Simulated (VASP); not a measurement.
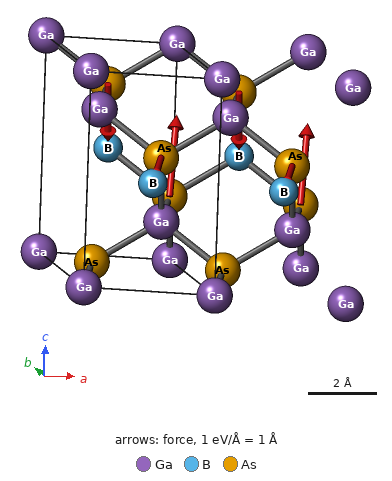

Starting geometry of solid Ga3BAs4 (a generated structure, set up in Cm) with the computed forces as red arrows. A ball-and-stick model of the cell of the calculation, repeated 2 × 1 × 1 with one cell outlined, seen slightly off an axis.

The run lets cell and atoms move.

Computed with VASP, Kohn-Sham DFT of a periodic cell, PBEsol, VASP PAW PBE potentials, recommended.

Input
```
SYSTEM = Ga3BAs4
  ALGO = Fast
  EDIFF = 1E-6
  EDIFFG = -0.01
  ENCUT = 200
  GGA = PS
  IBRION = 2
  ISIF = 3
  ISMEAR = 0
  KPAR = 2
  LASPH = .True.
  LCHARG = .False.
  LREAL = .False.
  LWAVE = .False.
  NELM = 60
  NSW = 40
  PREC = Accurate
  SIGMA = 0.02
```

Run as
```bash
cat potpaw_PBE.64/Ga_d/POTCAR potpaw_PBE.64/B/POTCAR potpaw_PBE.64/As/POTCAR > POTCAR
mpirun -np 2 vasp_std > vasp.out
```

What follows when this structure is relaxed?

It isn't relaxed: the largest force vector, on an As atom, is 2.52 eV/Å. The atoms end up moving mostly along the starting forces (cosine between the two patterns 0.93). The energy falls by 368 meV per atom in 29 geometry steps. Largest force component: 2.5 eV/Å at the start, 0.0063 eV/Å at the end. The pressure goes from −24.68 to −0.01 GPa. The largest move relative to the cell is that of an As atom, 0.27 Å roughly along [−1 −2 0]. By element the largest moves are As 0.27 Å, Ga 0.11 Å, B 0.01 Å. The volume changes by −14.0 %, with a 3.894 → 3.687 Å (−5.3 %), b 6.745 → 6.420 Å (−4.8 %), c 6.745 → 6.428 Å (−4.7 %), α 99.6° → 99.4°. Among the contacts that change: As–As 3.894 → 3.327 Å, As–B 2.385 → 2.011 Å, As–B 2.385 → 2.048 Å, As–B 2.385 → 2.139 Å. Among the angles between lasting bonds that change: As–B–As 109.5° → 119.0°, B–As–B 109.5° → 119.0°, Ga–As–Ga 109.5° → 100.2°. The space group stays Cm (No. 8). At step 1 the optimiser overshot: the energy rose above the start, and later steps came back. The volume changes by over a tenth within one run on a fixed set of plane waves, so the end point should be relaxed again from the new cell.
